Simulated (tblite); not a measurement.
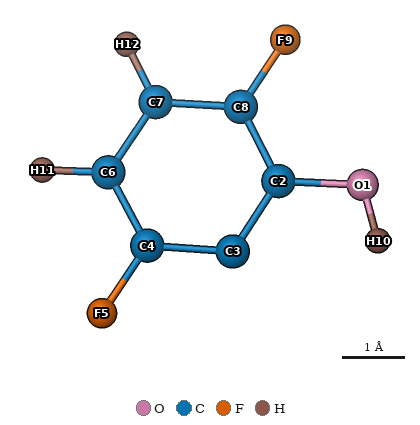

**Figure 1.** The structure as given in the input (ball-and-stick view, seen at an oblique angle; atoms are numbered from 1 in the order of the input). Bond lengths as drawn: C–C 1.39 to 1.40 Å, C–F 1.33 to 1.35 Å, C–H 1.08 Å, C–O 1.38 Å and H–O 0.97 Å.

**C$_{6}$H$_{3}$F$_{2}$O: geometry relaxation**

- system: C$_{6}$H$_{3}$F$_{2}$O, multiplicity 2, SMILES Oc1[c]c(F)ccc1F
- method: GFN2-xTB geometry optimisation, gas phase (tblite 0.8.0)

It belongs to a series of runs on one base structure; here: H removed from aryl C.

## Log
```
step      E/eV     max force
  0    -756.08840    2.655
  1    -756.21152    0.951
  2    -756.23626    0.387
  3    -756.24695    0.186
  4    -756.24973    0.101
  5    -756.25088    0.105
  6    -756.25173    0.093
  7    -756.25264    0.095
  8    -756.25319    0.067
  9    -756.25355    0.064
 10    -756.25397    0.084
 11    -756.25449    0.084
 12    -756.25485    0.053
 13    -756.25499    0.023
 14    -756.25504    0.022
 15    -756.25508    0.021
 16    -756.25511    0.019
 17    -756.25513    0.013
 18    -756.25515    0.011
 19    -756.25516    0.009
```

## Trajectory as extended XYZ (Å, eV, eV/Å), 18 of the 20 frames kept, from step=0 to step=19
```
12
Properties=species:S:1:pos:R:3:forces:R:3 step=0 energy=-756.08840
O     2.5225   -0.5943    0.0992   -0.7380   0.1160  -0.0410
C     1.1664   -0.3347    0.0505    1.3410  -1.7990   0.5090
C     0.2693   -1.3647    0.3110   -1.5430   2.0940  -0.5340
C    -1.1027   -1.0691    0.2522    1.0570  -1.1180   0.3250
F    -1.9881   -2.0556    0.5049    0.0190   0.2750  -0.0910
C    -1.5690    0.2055   -0.0306    0.6590   0.6500  -0.1810
C    -0.6445    1.2296   -0.2788    0.0740  -0.7580   0.2120
C     0.7254    0.9522   -0.2252   -1.4110   0.4390  -0.1720
F     1.5968    1.9332   -0.4675    0.2270   0.0420   0.0030
H     2.6423   -1.5322    0.3187    0.0300   0.2810  -0.0730
H    -2.6347    0.3984   -0.0598    0.1980  -0.1340   0.0280
H    -0.9826    2.2311   -0.5006    0.0870  -0.0880   0.0140
12
Properties=species:S:1:pos:R:3:forces:R:3 step=1 energy=-756.21152
O     2.5120   -0.5926    0.0986    0.0280  -0.1410   0.0190
C     1.1855   -0.3604    0.0578   -0.1400   0.4930  -0.0200
C     0.2473   -1.3348    0.3034    0.0200   0.6750  -0.2030
C    -1.0876   -1.0851    0.2568   -0.6320   0.4140  -0.0270
F    -1.9878   -2.0517    0.5036   -0.0100   0.0920  -0.0420
C    -1.5595    0.2148   -0.0332    0.0410  -0.6250   0.1270
C    -0.6434    1.2188   -0.2758   -0.2980   0.3030  -0.0420
C     0.7053    0.9584   -0.2276    0.4550  -0.8280   0.1090
F     1.6001    1.9338   -0.4675   -0.0700  -0.1380   0.0450
H     2.6427   -1.5282    0.3177    0.1280   0.1940  -0.0530
H    -2.6319    0.3965   -0.0594    0.3440  -0.1320   0.0240
H    -0.9814    2.2298   -0.5004    0.1350  -0.3070   0.0640
12
Properties=species:S:1:pos:R:3:forces:R:3 step=2 energy=-756.23626
O     2.5110   -0.5942    0.0987    0.0730   0.0320  -0.0180
C     1.1861   -0.3572    0.0584    0.0250   0.3130  -0.0070
C     0.2449   -1.3226    0.2998   -0.1480   0.3400  -0.1120
C    -1.0939   -1.0817    0.2570   -0.3050   0.1720   0.0130
F    -1.9879   -2.0500    0.5029   -0.0650   0.0090  -0.0200
C    -1.5579    0.2080   -0.0319   -0.0490  -0.0700   0.0100
C    -0.6471    1.2213   -0.2760    0.1090  -0.2010   0.0600
C     0.7087    0.9486   -0.2265    0.0270  -0.1780  -0.0170
F     1.5996    1.9321   -0.4669   -0.1000  -0.2020   0.0580
H     2.6444   -1.5252    0.3169    0.1270   0.0200  -0.0120
H    -2.6271    0.3946   -0.0590    0.2430  -0.1240   0.0230
H    -0.9795    2.2258   -0.4995    0.0640  -0.1110   0.0210
12
Properties=species:S:1:pos:R:3:forces:R:3 step=3 energy=-756.24695
O     2.5116   -0.5939    0.0984    0.0920   0.0800  -0.0220
C     1.1880   -0.3512    0.0590    0.0450  -0.0110   0.0350
C     0.2395   -1.3096    0.2959   -0.1020   0.1100  -0.0430
C    -1.1013   -1.0781    0.2577   -0.0560  -0.0100   0.0340
F    -1.9893   -2.0491    0.5022   -0.1080  -0.0460  -0.0030
C    -1.5578    0.2050   -0.0315   -0.0400   0.1680  -0.0340
C    -0.6458    1.2171   -0.2745    0.0640  -0.1370   0.0350
C     0.7089    0.9422   -0.2267   -0.0220   0.1710  -0.0700
F     1.5975    1.9273   -0.4655   -0.0610  -0.1260   0.0350
H     2.6476   -1.5237    0.3163    0.1010  -0.0160  -0.0020
H    -2.6203    0.3912   -0.0584    0.0140  -0.0550   0.0100
H    -0.9775    2.2221   -0.4988    0.0730  -0.1270   0.0250
12
Properties=species:S:1:pos:R:3:forces:R:3 step=4 energy=-756.24973
O     2.5133   -0.5927    0.0979    0.0640   0.0390  -0.0080
C     1.1892   -0.3497    0.0598    0.0390  -0.0120   0.0160
C     0.2364   -1.3032    0.2938   -0.0600  -0.0230  -0.0020
C    -1.1048   -1.0770    0.2584   -0.0130  -0.0100   0.0220
F    -1.9915   -2.0495    0.5019   -0.0950  -0.0350  -0.0030
C    -1.5583    0.2062   -0.0317   -0.0390   0.0810  -0.0090
C    -0.6452    1.2144   -0.2737    0.0820  -0.0560   0.0100
C     0.7093    0.9424   -0.2278   -0.0520   0.0800  -0.0320
F     1.5959    1.9238   -0.4645    0.0250  -0.0010   0.0020
H     2.6504   -1.5231    0.3160    0.0900   0.0190  -0.0100
H    -2.6180    0.3893   -0.0580   -0.0930  -0.0080   0.0010
H    -0.9754    2.2183   -0.4980    0.0520  -0.0740   0.0140
12
Properties=species:S:1:pos:R:3:forces:R:3 step=6 energy=-756.25173
O     2.5166   -0.5905    0.0974   -0.0140   0.0040   0.0050
C     1.1908   -0.3491    0.0609   -0.0020  -0.0260   0.0000
C     0.2331   -1.3001    0.2923   -0.0030  -0.0400   0.0130
C    -1.1090   -1.0761    0.2598   -0.0050  -0.0010   0.0050
F    -1.9970   -2.0506    0.5013   -0.0310   0.0270  -0.0140
C    -1.5605    0.2086   -0.0318   -0.0500  -0.0560   0.0250
C    -0.6428    1.2113   -0.2730   -0.0130   0.0120  -0.0070
C     0.7096    0.9434   -0.2293    0.0500  -0.0620   0.0160
F     1.5966    1.9226   -0.4640    0.0430   0.0520  -0.0140
H     2.6567   -1.5212    0.3152    0.0770   0.0500  -0.0160
H    -2.6212    0.3881   -0.0579   -0.0730   0.0250  -0.0060
H    -0.9717    2.2130   -0.4971    0.0210   0.0170  -0.0080
12
Properties=species:S:1:pos:R:3:forces:R:3 step=7 energy=-756.25264
O     2.5182   -0.5888    0.0973   -0.0370  -0.0030   0.0080
C     1.1917   -0.3500    0.0616   -0.0290  -0.0310  -0.0060
C     0.2313   -1.3000    0.2920    0.0280  -0.0210   0.0140
C    -1.1112   -1.0760    0.2608   -0.0190   0.0020  -0.0050
F    -2.0011   -2.0505    0.5006    0.0050   0.0480  -0.0160
C    -1.5634    0.2090   -0.0312   -0.0110  -0.0590   0.0230
C    -0.6418    1.2094   -0.2727   -0.0460   0.0010  -0.0020
C     0.7110    0.9430   -0.2298    0.0420  -0.0810   0.0280
F     1.5983    1.9233   -0.4641    0.0130   0.0220  -0.0080
H     2.6625   -1.5190    0.3143    0.0690   0.0430  -0.0140
H    -2.6254    0.3881   -0.0580   -0.0210   0.0280  -0.0060
H    -0.9691    2.2107   -0.4968    0.0060   0.0510  -0.0160
12
Properties=species:S:1:pos:R:3:forces:R:3 step=8 energy=-756.25319
O     2.5187   -0.5877    0.0972   -0.0340   0.0020   0.0060
C     1.1919   -0.3513    0.0619   -0.0190  -0.0170  -0.0090
C     0.2306   -1.3004    0.2921   -0.0100  -0.0210   0.0160
C    -1.1128   -1.0761    0.2613    0.0130   0.0060  -0.0100
F    -2.0037   -2.0497    0.5000    0.0120   0.0370  -0.0110
C    -1.5653    0.2089   -0.0305   -0.0100  -0.0440   0.0160
C    -0.6417    1.2078   -0.2725   -0.0210   0.0250  -0.0050
C     0.7123    0.9419   -0.2298   -0.0040  -0.0520   0.0230
F     1.5994    1.9240   -0.4643   -0.0210  -0.0220   0.0010
H     2.6676   -1.5169    0.3135    0.0610   0.0270  -0.0100
H    -2.6286    0.3887   -0.0581    0.0280   0.0220  -0.0040
H    -0.9672    2.2101   -0.4969    0.0050   0.0380  -0.0130
12
Properties=species:S:1:pos:R:3:forces:R:3 step=9 energy=-756.25355
O     2.5184   -0.5868    0.0973   -0.0140   0.0070   0.0020
C     1.1917   -0.3526    0.0620   -0.0250  -0.0170  -0.0040
C     0.2299   -1.3013    0.2926    0.0000  -0.0160   0.0130
C    -1.1133   -1.0762    0.2615    0.0040   0.0060  -0.0110
F    -2.0052   -2.0487    0.4993    0.0070   0.0170  -0.0050
C    -1.5667    0.2083   -0.0299    0.0230   0.0110  -0.0010
C    -0.6419    1.2073   -0.2724   -0.0140   0.0060   0.0020
C     0.7127    0.9407   -0.2295   -0.0420  -0.0170   0.0130
F     1.5997    1.9239   -0.4644   -0.0390  -0.0500   0.0080
H     2.6719   -1.5151    0.3129    0.0510   0.0150  -0.0060
H    -2.6301    0.3894   -0.0583    0.0430   0.0140  -0.0010
H    -0.9659    2.2104   -0.4972    0.0050   0.0230  -0.0090
12
Properties=species:S:1:pos:R:3:forces:R:3 step=10 energy=-756.25397
O     2.5178   -0.5858    0.0975    0.0050   0.0210  -0.0040
C     1.1909   -0.3544    0.0620   -0.0080  -0.0120   0.0030
C     0.2293   -1.3026    0.2933   -0.0150  -0.0200   0.0100
C    -1.1139   -1.0761    0.2615    0.0120   0.0040  -0.0080
F    -2.0066   -2.0472    0.4986   -0.0050  -0.0070   0.0010
C    -1.5675    0.2080   -0.0293    0.0260   0.0460  -0.0140
C    -0.6425    1.2068   -0.2723    0.0060   0.0140   0.0020
C     0.7123    0.9389   -0.2288   -0.0640   0.0190   0.0000
F     1.5993    1.9229   -0.4643   -0.0470  -0.0690   0.0130
H     2.6774   -1.5130    0.3120    0.0350   0.0010  -0.0020
H    -2.6309    0.3906   -0.0585    0.0500   0.0050   0.0020
H    -0.9645    2.2112   -0.4977    0.0060  -0.0020  -0.0030
12
Properties=species:S:1:pos:R:3:forces:R:3 step=11 energy=-756.25449
O     2.5171   -0.5840    0.0976    0.0280   0.0240  -0.0080
C     1.1897   -0.3569    0.0621   -0.0010  -0.0100   0.0140
C     0.2282   -1.3047    0.2944   -0.0100  -0.0170   0.0040
C    -1.1146   -1.0759    0.2613    0.0030   0.0010  -0.0030
F    -2.0087   -2.0453    0.4976   -0.0170  -0.0280   0.0070
C    -1.5683    0.2080   -0.0286    0.0340   0.0720  -0.0260
C    -0.6433    1.2068   -0.2722    0.0180   0.0050   0.0060
C     0.7109    0.9365   -0.2278   -0.0650   0.0360  -0.0110
F     1.5978    1.9203   -0.4640   -0.0350  -0.0670   0.0130
H     2.6857   -1.5099    0.3108    0.0090   0.0020  -0.0020
H    -2.6309    0.3922   -0.0587    0.0350  -0.0030   0.0050
H    -0.9625    2.2122   -0.4984    0.0010  -0.0150   0.0010
12
Properties=species:S:1:pos:R:3:forces:R:3 step=12 energy=-756.25485
O     2.5169   -0.5823    0.0975    0.0250   0.0270  -0.0110
C     1.1886   -0.3590    0.0625    0.0120  -0.0060   0.0190
C     0.2272   -1.3065    0.2953   -0.0110  -0.0140  -0.0010
C    -1.1153   -1.0755    0.2610   -0.0010  -0.0020   0.0010
F    -2.0105   -2.0441    0.4968   -0.0170  -0.0280   0.0070
C    -1.5683    0.2088   -0.0284    0.0170   0.0450  -0.0220
C    -0.6439    1.2070   -0.2721    0.0180   0.0110   0.0040
C     0.7089    0.9345   -0.2270   -0.0310   0.0240  -0.0120
F     1.5961    1.9170   -0.4636   -0.0090  -0.0430   0.0080
H     2.6926   -1.5071    0.3098   -0.0110   0.0040  -0.0020
H    -2.6303    0.3935   -0.0589    0.0140  -0.0040   0.0060
H    -0.9608    2.2128   -0.4990   -0.0060  -0.0130   0.0030
12
Properties=species:S:1:pos:R:3:forces:R:3 step=13 energy=-756.25499
O     2.5171   -0.5812    0.0973    0.0140   0.0170  -0.0080
C     1.1884   -0.3597    0.0629    0.0030  -0.0040   0.0170
C     0.2267   -1.3072    0.2956   -0.0020  -0.0060  -0.0030
C    -1.1157   -1.0753    0.2609   -0.0050  -0.0030   0.0010
F    -2.0115   -2.0440    0.4967   -0.0090  -0.0130   0.0030
C    -1.5681    0.2095   -0.0287    0.0060   0.0110  -0.0130
C    -0.6440    1.2075   -0.2720    0.0080   0.0050   0.0030
C     0.7079    0.9338   -0.2268   -0.0020  -0.0010  -0.0050
F     1.5954    1.9151   -0.4632    0.0130  -0.0180   0.0020
H     2.6950   -1.5059    0.3093   -0.0160   0.0130  -0.0040
H    -2.6297    0.3939   -0.0588   -0.0010  -0.0010   0.0040
H    -0.9603    2.2129   -0.4992   -0.0100   0.0010   0.0010
12
Properties=species:S:1:pos:R:3:forces:R:3 step=15 energy=-756.25508
O     2.5178   -0.5801    0.0969   -0.0080   0.0040  -0.0010
C     1.1885   -0.3599    0.0638   -0.0050   0.0020   0.0040
C     0.2265   -1.3076    0.2955    0.0030   0.0000   0.0000
C    -1.1161   -1.0753    0.2609   -0.0010  -0.0020  -0.0010
F    -2.0120   -2.0446    0.4968    0.0020   0.0060  -0.0020
C    -1.5677    0.2100   -0.0293   -0.0050  -0.0170   0.0010
C    -0.6437    1.2079   -0.2718   -0.0040   0.0000  -0.0010
C     0.7076    0.9335   -0.2270    0.0120  -0.0100   0.0040
F     1.5959    1.9135   -0.4631    0.0210  -0.0040  -0.0020
H     2.6946   -1.5050    0.3091   -0.0060   0.0130  -0.0040
H    -2.6294    0.3940   -0.0585   -0.0030   0.0030   0.0020
H    -0.9608    2.2130   -0.4993   -0.0060   0.0050   0.0000
12
Properties=species:S:1:pos:R:3:forces:R:3 step=16 energy=-756.25511
O     2.5179   -0.5794    0.0966   -0.0140   0.0010   0.0010
C     1.1884   -0.3601    0.0644   -0.0070   0.0050  -0.0030
C     0.2264   -1.3079    0.2955    0.0020   0.0020   0.0020
C    -1.1163   -1.0754    0.2609    0.0020  -0.0010  -0.0020
F    -2.0122   -2.0447    0.4968    0.0050   0.0090  -0.0030
C    -1.5677    0.2099   -0.0296   -0.0040  -0.0150   0.0040
C    -0.6436    1.2081   -0.2718   -0.0060  -0.0030  -0.0030
C     0.7077    0.9332   -0.2269    0.0070  -0.0030   0.0050
F     1.5967    1.9127   -0.4630    0.0180  -0.0040  -0.0020
H     2.6944   -1.5042    0.3088    0.0000   0.0070  -0.0020
H    -2.6294    0.3941   -0.0584   -0.0010   0.0020   0.0010
H    -0.9611    2.2131   -0.4993   -0.0020   0.0000   0.0010
12
Properties=species:S:1:pos:R:3:forces:R:3 step=17 energy=-756.25513
O     2.5177   -0.5787    0.0964   -0.0120  -0.0010   0.0030
C     1.1882   -0.3602    0.0648   -0.0090   0.0050  -0.0070
C     0.2263   -1.3083    0.2956    0.0020   0.0030   0.0030
C    -1.1164   -1.0756    0.2608    0.0040  -0.0010  -0.0020
F    -2.0125   -2.0446    0.4967    0.0030   0.0060  -0.0020
C    -1.5677    0.2097   -0.0298   -0.0010  -0.0060   0.0040
C    -0.6436    1.2081   -0.2718   -0.0030  -0.0040  -0.0030
C     0.7078    0.9329   -0.2268   -0.0010   0.0060   0.0040
F     1.5976    1.9118   -0.4630    0.0120  -0.0050  -0.0010
H     2.6946   -1.5034    0.3085    0.0030   0.0020  -0.0010
H    -2.6295    0.3943   -0.0582    0.0020   0.0000   0.0000
H    -0.9613    2.2133   -0.4993    0.0000  -0.0050   0.0020
12
Properties=species:S:1:pos:R:3:forces:R:3 step=18 energy=-756.25515
O     2.5174   -0.5782    0.0963   -0.0070   0.0000   0.0030
C     1.1879   -0.3603    0.0650   -0.0050   0.0040  -0.0070
C     0.2263   -1.3085    0.2958    0.0000   0.0020   0.0030
C    -1.1164   -1.0757    0.2608    0.0030   0.0000  -0.0020
F    -2.0126   -2.0445    0.4966    0.0010   0.0010  -0.0010
C    -1.5678    0.2095   -0.0299    0.0020   0.0030   0.0030
C    -0.6437    1.2081   -0.2718    0.0000  -0.0030  -0.0020
C     0.7077    0.9328   -0.2267   -0.0050   0.0100   0.0020
F     1.5984    1.9111   -0.4630    0.0050  -0.0050   0.0000
H     2.6949   -1.5027    0.3083    0.0040  -0.0020   0.0000
H    -2.6295    0.3945   -0.0581    0.0020  -0.0020   0.0000
H    -0.9614    2.2133   -0.4993    0.0010  -0.0070   0.0020
12
Properties=species:S:1:pos:R:3:forces:R:3 step=19 energy=-756.25516
O     2.5170   -0.5779    0.0964   -0.0010   0.0000   0.0030
C     1.1876   -0.3603    0.0649   -0.0030   0.0010  -0.0050
C     0.2262   -1.3086    0.2959   -0.0010   0.0010   0.0020
C    -1.1163   -1.0757    0.2607    0.0010   0.0000  -0.0010
F    -2.0127   -2.0443    0.4965   -0.0010  -0.0020   0.0000
C    -1.5678    0.2093   -0.0298    0.0020   0.0070   0.0010
C    -0.6437    1.2080   -0.2719    0.0020  -0.0010  -0.0010
C     0.7077    0.9329   -0.2265   -0.0050   0.0080   0.0000
F     1.5990    1.9105   -0.4630    0.0010  -0.0030   0.0000
H     2.6951   -1.5023    0.3081    0.0020  -0.0030   0.0000
H    -2.6295    0.3945   -0.0581    0.0020  -0.0030   0.0000
H    -0.9615    2.2132   -0.4992   -0.0010  -0.0050   0.0010
```

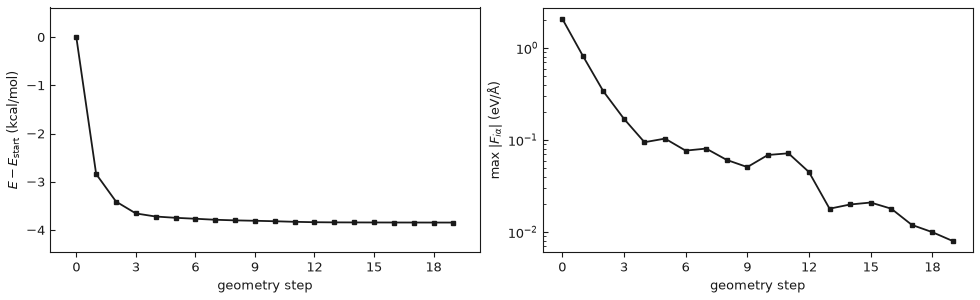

**Figure 2.** Progress of the relaxation, step by step (steps are counted from 0).

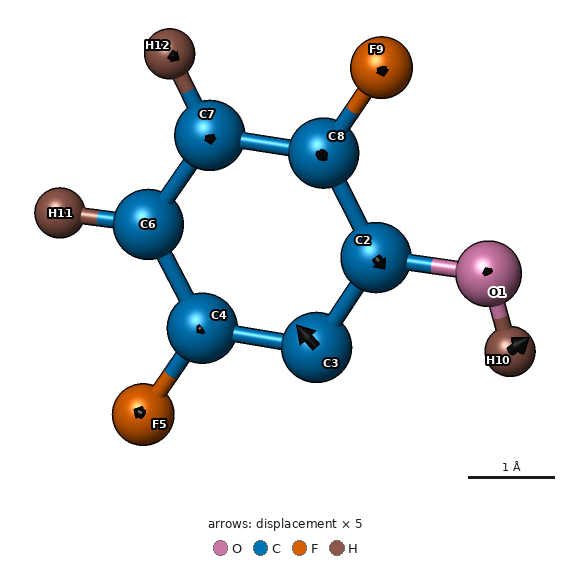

**Figure 3.** The starting structure with the displacements as black arrows, magnified 5 times (ball-and-stick view, seen at a tilt). The two geometries are laid on each other by the best rigid fit. C3 moves most after the best rigid fit: 0.072 Å. Largest moves by element: C 0.072 Å, H 0.062 Å, F 0.028 Å, O 0.018 Å. Among the contacts that change: C3–C4 1.405 → 1.363 Å, O1–C2 1.382 → 1.347 Å, C2–C8 1.388 → 1.410 Å, C2–C3 1.391 → 1.370 Å. Among the angles that change: C2–C3–C4 117.8° → 124.6°, O1–C2–C3 119.2° → 125.2°, C3–C2–C8 121.3° → 115.5°. After 19 geometry steps the energy has fallen by 3.85 kcal/mol. The largest force component goes from 2.1 to 0.008 eV/Å. (Atoms are counted from 1 in the order of the input.)

The run was set up as follows.

## The input
```
{"job": {"kind": "relax", "xc": "GFN2-xTB", "basis": "xTB"}, "charge": 0, "multiplicity": 2}
O      2.522500    -0.594300     0.099200
C      1.166400    -0.334700     0.050500
C      0.269300    -1.364700     0.311000
C     -1.102700    -1.069100     0.252200
F     -1.988100    -2.055600     0.504900
C     -1.569000     0.205500    -0.030600
C     -0.644500     1.229600    -0.278800
C      0.725400     0.952200    -0.225200
F      1.596800     1.933200    -0.467500
H      2.642300    -1.532200     0.318700
H     -2.634700     0.398400    -0.059800
H     -0.982600     2.231100    -0.500600
```

The first line tells a small driver script what to run in tblite; the rest is the geometry in Å.

Launch command:
```bash
OMP_NUM_THREADS=1 python <driver script> task.json out
```

## Key numbers

```json
{"quantity": "outcome", "value": "converged"}
{"quantity": "total energy", "value": "−756.2552 eV"}
{"quantity": "hardware", "value": "1 CPU thread, shared host"}
{"quantity": "peak memory", "value": "0.18 GiB"}
```
